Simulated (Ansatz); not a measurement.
System: BrH3Sn···H2.

Input

```
crystal:
  periodic: [false, false, false]
  atoms:
    - { symbol: Sn, position_ang: [-0.507295, 9.0e-06, -0.467138] }
    - { symbol: H, position_ang: [0.168501, -7.0e-06, 2.410786] }
    - { symbol: H, position_ang: [0.91709, 2.5e-05, 0.446904] }
    - { symbol: H, position_ang: [-0.652429, 1.413668, -1.402339] }
    - { symbol: H, position_ang: [-0.652421, -1.413679, -1.402296] }
    - { symbol: Br, position_ang: [-2.585666, 2.2e-05, 1.044168] }
    - { symbol: H, position_ang: [-0.43948, -3.7e-05, 2.778014] }
basis:
  gaussian: { orbitals: def2-SVP }
hamiltonian:
  xc: hf
relax:
  f_tol: 0.03
  max_steps: 50
output:
  orbitals: {}
```

Command:

```sh
ansatz run input.yaml --threads 1 --pin off --max-ram 2048MiB --backend cpu --events-out ev --progress --plain --runs-dir out
```

The fields are those of the run's last geometry, not of the input's.

Core potentials replace the inner electrons of Sn.

All numbers below come from RHF/def2-SVP (Ansatz 0.2.0).

Predict the electron density and electron localisation function between the atoms.

Answer. Sn–Br (2.52 Å): the density is about 0.49 e/Å³ at the midpoint; the ELF peaks at about 0.80 in the valence shell of Br, 1.0 Å from its nucleus, and drops to about 0.15 between the two atoms.
H–H (0.75 Å): the density is about 1.7 e/Å³ at the midpoint; the ELF is about 1 at the midpoint.
Sn–H (1.70 Å): ρ at the midpoint is about 1.1 e/Å³; the ELF climbs to about 1 towards the hydrogen.

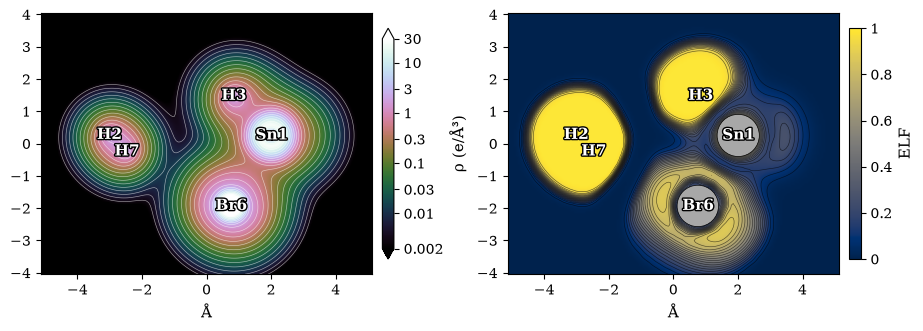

Computed electron density and electron localisation function on the plane of atoms H3, Sn1 and Br6, in this order. Grey discs cover the atomic cores in the ELF map. 
